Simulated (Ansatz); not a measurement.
# Li5Sn2 and its elements: formation energy from the elements, by script

Is Li5Sn2 stable against its elements? The task is a formation energy from the elements, for Li5Sn2 and its elements.

All numbers are computed with the Python package of Ansatz 0.2.0. Level of theory: DFT PBEsol, plane waves, PAW.

### Step 1. The system

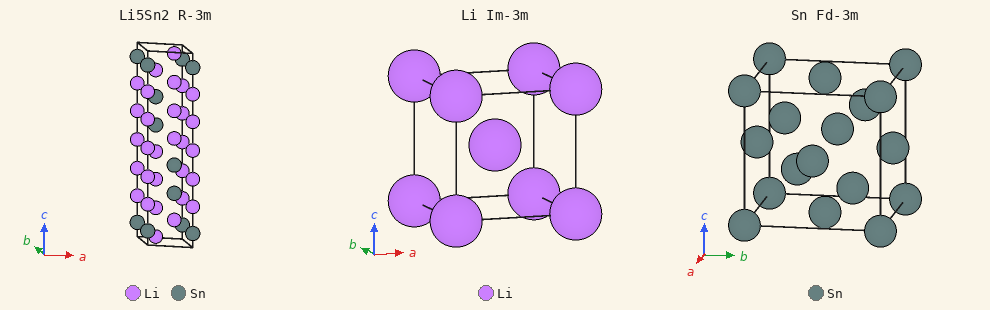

The starting structures, one conventional cell each, each at its own scale.

No structure file is read: the coordinates are typed or built in the script.

### Step 2. The script

File li5sn2.py:

```python
"""Formation energy of Li5Sn2 from the elements, after relaxing cells and atoms."""

from collections import Counter
import warnings

import ansatz as az
import numpy as np

CUTOFF_EV = 630
SCF_TOL = 1e-05
MAX_ITERATIONS = 80
N_EMPTY = 16
XC = "pbesol"
MIXING_BETA = 0.6
KSPACING = 0.39
OCCUPATIONS = "fermi_dirac"
SMEARING_WIDTH = 0.1

PHASES = {
    "Li5Sn2": (
        [(2.37, 1.36832, 6.61), (-2.37, 1.36832, 6.61), (0.0, -2.73664, 6.61)],
        [
            ("Li", (0.5, 0.5, 0.5)),
            ("Li", (0.21, 0.21, 0.21)),
            ("Li", (0.79, 0.79, 0.79)),
            ("Li", (0.352, 0.352, 0.352)),
            ("Li", (0.648, 0.648, 0.648)),
            ("Sn", (0.0727, 0.0727, 0.0727)),
            ("Sn", (0.9273, 0.9273, 0.9273)),
        ],
    ),
    "Li": (
        [(-1.75465, 1.75465, 1.75465), (1.75465, -1.75465, 1.75465), (1.75465, 1.75465, -1.75465)],
        [
            ("Li", (0.0, 0.0, 0.0)),
        ],
    ),
    "Sn": (
        [(0.0, 3.233343, 3.233343), (3.233343, 0.0, 3.233343), (3.233343, 3.233343, 0.0)],
        [
            ("Sn", (0.0, 0.0, 0.0)),
            ("Sn", (0.25, 0.25, 0.25)),
        ],
    ),
}


def build(vectors, sites):
    crystal = az.Crystal(lattice=az.Lattice.of(vectors))
    for symbol, position in sites:
        crystal = crystal.atom(symbol, position)
    return crystal


def compute(name, crystal):
    calc = (
        crystal.calculation()
        .basis(CUTOFF_EV, density_ratio=8)
        .scf(tolerance=SCF_TOL, max_iterations=MAX_ITERATIONS, extra_bands=N_EMPTY)
        .functional(XC)
        .mixing("anderson", ndim=6, beta=MIXING_BETA)
        .kpoints(spacing=KSPACING)
        .occupations(OCCUPATIONS, width=SMEARING_WIDTH)
        .stress()
    )
    calc = calc.relax(force_tolerance=0.03, max_steps=40, cell=True)
    return calc.run()


def counts(outcome):
    return Counter(site.symbol for site in outcome.lattice.sites)

def formation_energy(outcome, mu):
    n = counts(outcome)
    return (outcome.report["energy_sigma0_ev"] - sum(k * mu[element] for element, k in n.items())) / sum(n.values())


def volume_per_atom(outcome):
    return abs(np.linalg.det(outcome.lattice.cell_ang)) / len(outcome.lattice.sites)


def main() -> None:
    warnings.simplefilter("ignore")

    phases = {name: build(*cell) for name, cell in PHASES.items()}

    done = {}
    for name, crystal in phases.items():
        done[name] = compute(name, crystal)
        print(f"{name}: {done[name].report['energy_sigma0_ev']:.4f} eV, {len(done[name].lattice.sites)} atoms")

    # chemical potentials of the elements at zero temperature
    references = {"Li": "Li", "Sn": "Sn"}
    mu = {element: done[name].report["energy_sigma0_ev"] / len(done[name].lattice.sites) for element, name in references.items()}

    target = done["Li5Sn2"]
    heat = formation_energy(target, mu)
    n = counts(target)
    print("cell content:", dict(n), " volume", round(volume_per_atom(target), 3), "A^3/atom")
    print("formation energy", round(heat, 4), "eV/atom,", round(heat * sum(n.values()), 4), "eV per cell")
    print("bound against the elements" if heat < 0 else "unbound against the elements")


if __name__ == "__main__":
    main()
```

### Step 3. What the engine is handed

The engine receives this input (first run):

```yaml
crystal:
  lattice:
    - [2.37, 1.36832, 6.61]
    - [-2.37, 1.36832, 6.61]
    - [0.0, -2.73664, 6.61]
  atoms:
    - { symbol: Li, position: [0.5, 0.5, 0.5] }
    - { symbol: Li, position: [0.21, 0.21, 0.21] }
    - { symbol: Li, position: [0.79, 0.79, 0.79] }
    - { symbol: Li, position: [0.352, 0.352, 0.352] }
    - { symbol: Li, position: [0.648, 0.648, 0.648] }
    - { symbol: Sn, position: [0.0727, 0.0727, 0.0727] }
    - { symbol: Sn, position: [0.9273, 0.9273, 0.9273] }
basis:
  ecutwfc: 630.0
  ecutrho_ratio: 8
kpoints:
  mp_grid:
    kspacing: 0.39
hamiltonian:
  xc: pbesol
scf:
  max_iter: 80
  n_extra_bands: 16
  convergence:
    dr2_threshold: 1.0e-05
  mixing:
    algorithm: anderson
    beta: 0.6
    ndim: 6
  occupations:
    method: fermi_dirac
    width: 0.1
relax:
  f_tol: 0.03
  max_steps: 40
  cell: {}
output:
  stress: true
```

### Step 4. The run

Launch:

```
$ python li5sn2.py
```

Standard output:

```text
Li5Sn2: -12917.4977 eV, 7 atoms
Li: -202.9998 eV, 1 atoms
Sn: -11899.4308 eV, 2 atoms
cell content: {<Element.LI: 'Li'>: 5, <Element.SN: 'Sn'>: 2}  volume 17.622 A^3/atom
formation energy -0.4382 eV/atom, -3.0677 eV per cell
bound against the elements
```

Run time: 37 s. Hardware: 1 thread of Arm Neoverse V2, shared host; peak memory 0.76 GiB.

### Step 5. Inputs of later runs

The engine's inputs for the other runs:

Run 2, against run 1:

```diff
@@ -3,3 +3,3 @@
-    - [2.37, 1.36832, 6.61]
-    - [-2.37, 1.36832, 6.61]
-    - [0.0, -2.73664, 6.61]
+    - [-1.75465, 1.75465, 1.75465]
+    - [1.75465, -1.75465, 1.75465]
+    - [1.75465, 1.75465, -1.75465]
@@ -7,7 +7 @@
-    - { symbol: Li, position: [0.5, 0.5, 0.5] }
-    - { symbol: Li, position: [0.21, 0.21, 0.21] }
-    - { symbol: Li, position: [0.79, 0.79, 0.79] }
-    - { symbol: Li, position: [0.352, 0.352, 0.352] }
-    - { symbol: Li, position: [0.648, 0.648, 0.648] }
-    - { symbol: Sn, position: [0.0727, 0.0727, 0.0727] }
-    - { symbol: Sn, position: [0.9273, 0.9273, 0.9273] }
+    - { symbol: Li, position: [0.0, 0.0, 0.0] }
```

Run 3, against run 1:

```diff
@@ -3,3 +3,3 @@
-    - [2.37, 1.36832, 6.61]
-    - [-2.37, 1.36832, 6.61]
-    - [0.0, -2.73664, 6.61]
+    - [0.0, 3.233343, 3.233343]
+    - [3.233343, 0.0, 3.233343]
+    - [3.233343, 3.233343, 0.0]
@@ -7,7 +7,2 @@
-    - { symbol: Li, position: [0.5, 0.5, 0.5] }
-    - { symbol: Li, position: [0.21, 0.21, 0.21] }
-    - { symbol: Li, position: [0.79, 0.79, 0.79] }
-    - { symbol: Li, position: [0.352, 0.352, 0.352] }
-    - { symbol: Li, position: [0.648, 0.648, 0.648] }
-    - { symbol: Sn, position: [0.0727, 0.0727, 0.0727] }
-    - { symbol: Sn, position: [0.9273, 0.9273, 0.9273] }
+    - { symbol: Sn, position: [0.0, 0.0, 0.0] }
+    - { symbol: Sn, position: [0.25, 0.25, 0.25] }
```

### Step 6. The engine's runs

One row for each of the 3 runs:

| run | system | space group at the end | energy (eV/atom) | from the elements (meV/atom) | final volume (Å³/atom) | pressure (GPa) | SCF cycles in all | CPU time (s) |
| --- | --- | --- | --- | --- | --- | --- | --- | --- |
| 1 | Li5Sn2 (7 atoms) | R-3m | -1845.3568 | -438.2 | 17.62 | -0.01 | 22 | 30 |
| 2 | Li (1 atom) | Im-3m | -202.9998 | 0.0 | 20.20 | 0.04 | 9 | 1.3 |
| 3 | Sn (2 atoms) | Fd-3m | -5949.7154 | 0.0 | 35.17 | 0.00 | 15 | 5.3 |

Energies are extrapolated to zero smearing width, as in the script. Totals carry meaning only in balanced differences at one level of theory.

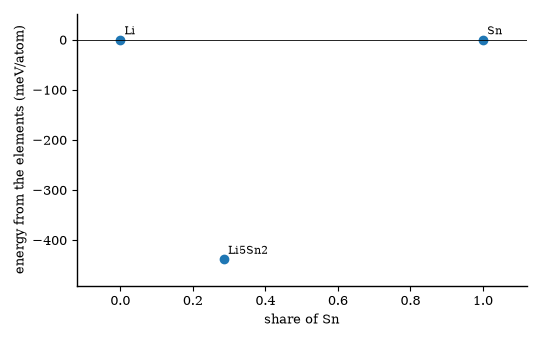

Energy from the elements against composition.

### Step 7. How the relaxation of run 1 went

The steps of the relaxation:

```
step  energy from step 1 (eV/cell)  largest force component (eV/Å)  pressure (GPa)  volume (Å³)
   1                        0.0000                          0.1780           -1.20       128.61
   2                       -0.0187                          0.1824            0.58       121.32
   3                       -0.0367                          0.0174           -0.04       123.51
   4                       -0.0367                          0.0265           -0.03       123.37
   5                       -0.0367                          0.0005           -0.01       123.35
   6                       -0.0366                          0.0002           -0.01       123.35
```

Step 1 is the start. Step 6 repeats the geometry before it on a plane-wave basis chosen anew for that cell, so its energy need not be comparable with the rows above. Step 4 was tried and not accepted.

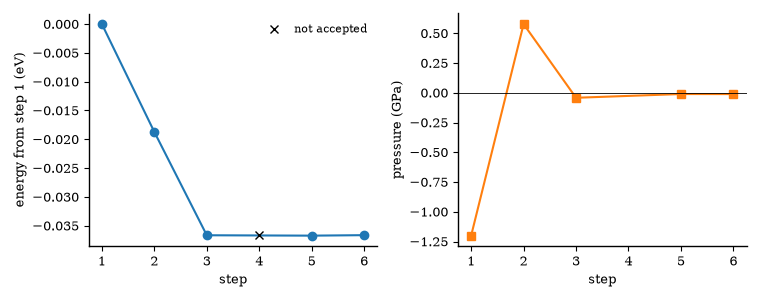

Energy and pressure along the relaxation.

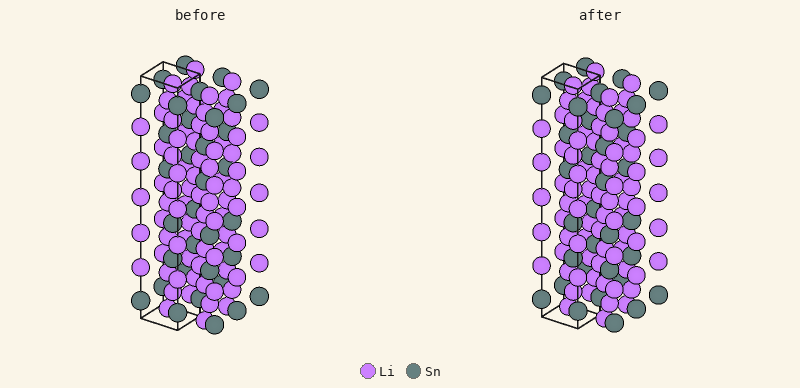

Before and after, at one scale.

Lengths and angles in the start's conventional setting:

|  | before | after | change |
| --- | --- | --- | --- |
| a (Å) | 4.740 | 4.670 | -1.5 % |
| b (Å) | 4.740 | 4.670 | -1.5 % |
| c (Å) | 19.830 | 19.594 | -1.2 % |
| volume (Å³/atom) | 18.37 | 17.62 | -4.1 % |
| shortest distance (Å) | 2.723 | 2.748 | +0.9 % |
| space group (0.01 Å) | R-3m | R-3m | same |

The run keeps the 12 symmetry operations of the start, so it could not have lowered the symmetry.

### Step 8. How the relaxation of run 2 went

Relaxation path:

| step | E - E(step 1) (eV/cell) | largest force component (eV/Å) | pressure (GPa) | volume (Å³) |
| --- | --- | --- | --- | --- |
| 1 | 0.0000 | 0.0000 | -0.79 | 21.61 |
| 2 | -0.0023 | 0.0000 | -0.48 | 21.04 |
| 3 | -0.0035 | 0.0000 | 0.04 | 20.20 |
| 4 | -0.0034 | 0.0000 | 0.04 | 20.20 |

Step 1 is the start. Step 4 repeats the geometry before it on a plane-wave basis chosen anew for that cell, so its energy need not be comparable with the rows above.

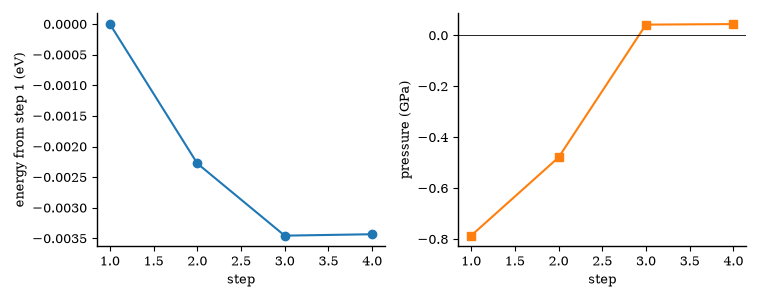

Energy and pressure along the relaxation.

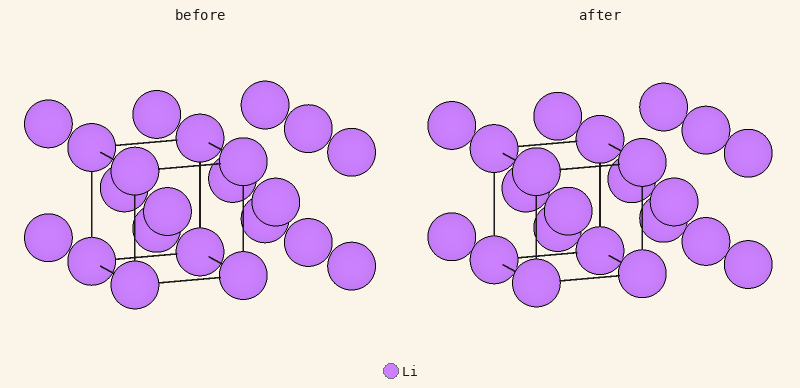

The structure before (left) and after (right) the relaxation, drawn at the same scale. The change is too small to see at this scale.

Lengths and angles in the start's conventional setting:

|  | before | after | change |
| --- | --- | --- | --- |
| a (Å) | 3.509 | 3.431 | -2.2 % |
| b (Å) | 3.509 | 3.431 | -2.2 % |
| c (Å) | 3.509 | 3.431 | -2.2 % |
| volume (Å³/atom) | 21.61 | 20.20 | -6.5 % |
| shortest distance (Å) | 3.039 | 2.972 | -2.2 % |
| space group (0.01 Å) | Im-3m | Im-3m | same |

The run keeps the 48 symmetry operations of the start, so it could not have lowered the symmetry.

### Step 9. Summary of results

| quantity | value |
| --- | --- |
| runs compared | 3 |
| energy of Li5Sn2 (run 1) from the elements | -438 meV/atom |

What this shows: Li5Sn2 lies 438 meV/atom below its elements, which says nothing yet of competing compounds. In run 1, the volume shrank by 4.1 % over 3 moves, and the space group stayed R-3m. In run 2, the volume shrank by 6.5 % over 2 moves, and the space group stayed Im-3m. Reading the output:
- For the metals among these cells the mesh is coarse, so their volumes and pressures are rough.
- The program warned that this SCF threshold is loose for forces or stresses.
- The compound is the structure given, not necessarily its lowest; energies are at zero temperature, with no correction for gases. A semilocal functional's error on such energies is often 0.05 to 0.1 eV an atom, and 0.1 to 0.3 eV against gases such as O2 or F2.
- The script silences warnings, which a real study should read.
